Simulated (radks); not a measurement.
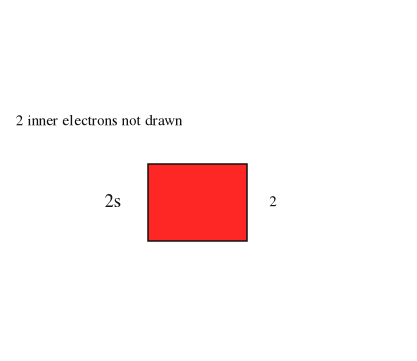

The outer shells as the input fills them: a box for each of the 2l + 1 orbitals, shaded by the share of the shell that is filled, with the electron count at the right.

Run report: B⁺, atomic calculation

The B⁺ ion in the configuration [He] 2s2. Computed at this level: scalar-relativistic Kohn-Sham, r2SCAN, spin-unpolarised, spherical densities, finite nucleus (the in-house radial solver radks).

### Input file
```
Z 5
configuration [He] 2s2
relativity scalar-relativistic
functional r2scan,r2scan
spin unpolarised
nucleus finite rms 2.406 fm
c 137.035999084
```

Energies in input and log are in hartree, lengths in bohr (the nuclear radius in fm).

### Log
```
1s      1   2.0000          -7.23180853
2s      1   2.0000          -0.72513309
Etot -24.323981225856905
Ekin 24.26276367646509
Encl -54.63110895492039
Eh 9.614589876576723
Exc -3.570225823978326
err 6.99126567372451e-07
it 15
```

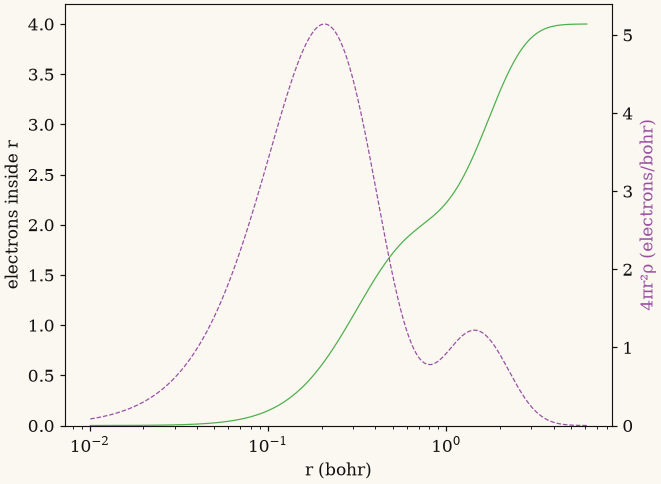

The number of electrons inside radius r (solid) and the radial density 4πr²ρ (dashed). The count levels off at 4 electrons. Half of them lie within 0.735 bohr, 90 % within 2.36 bohr and 99 % within 3.67 bohr. The radial density has a minimum at 0.806 bohr, where the count stands at 2.1; this parts the shells that the density resolves.

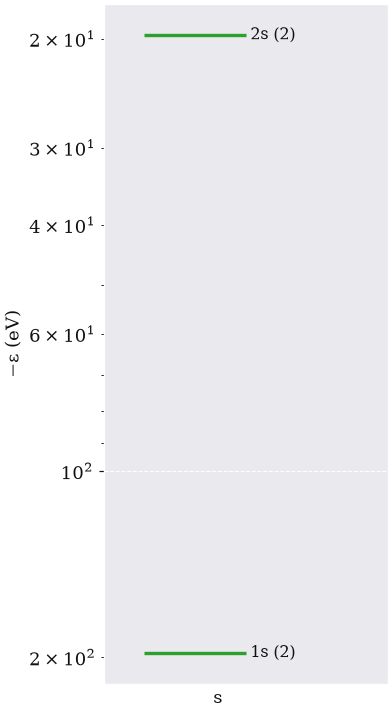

All occupied levels, on a logarithmic scale of binding energy, are drawn by angular momentum (occupations in brackets). The highest occupied level is 2s at −19.7 eV. From the top down the occupied levels run 2s (−19.7 eV), 1s (−196.8 eV).

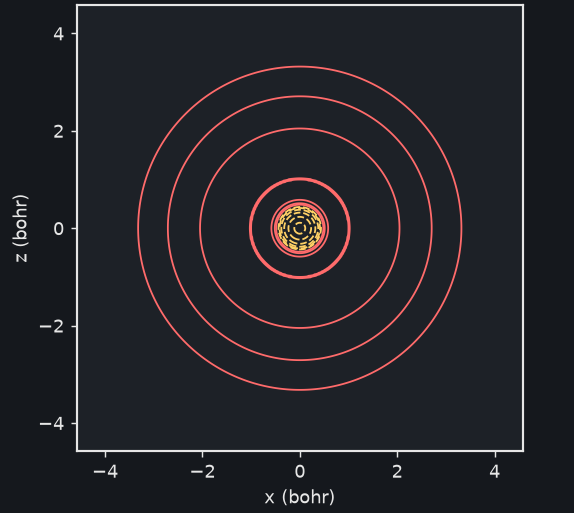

The 2s orbital. In the xz plane through the nucleus, contours of ψ are drawn, solid for positive and dashed for negative values, each about twice the one before. The radial function comes from the spherical calculation and is multiplied by a real spherical harmonic; the overall sign is chosen so that the largest lobe of P(r) is positive; at the scalar-relativistic level it is the large component. It has no angular node and 1 radial node, at r = 0.458 bohr. The outermost maximum of P² lies at 1.45 bohr, ⟨r⟩ = 1.79 bohr, 90 % of the charge lies within 2.78 bohr, and the eigenvalue is −19.7 eV, with 2 electrons in the shell.

### Key numbers

| quantity | value |
| --- | --- |
| outcome | converged |
| total energy | −24.323981 hartree |
| kinetic energy | 24.262764 hartree |
| electron–nucleus energy | −54.631109 hartree |
| Hartree energy | 9.614590 hartree |
| exchange–correlation energy | −3.570226 hartree |
| radius at density 0.001 e/bohr³ | 3.33 bohr |
| SCF iterations | 15 |
| hardware | 1 CPU thread, shared host |
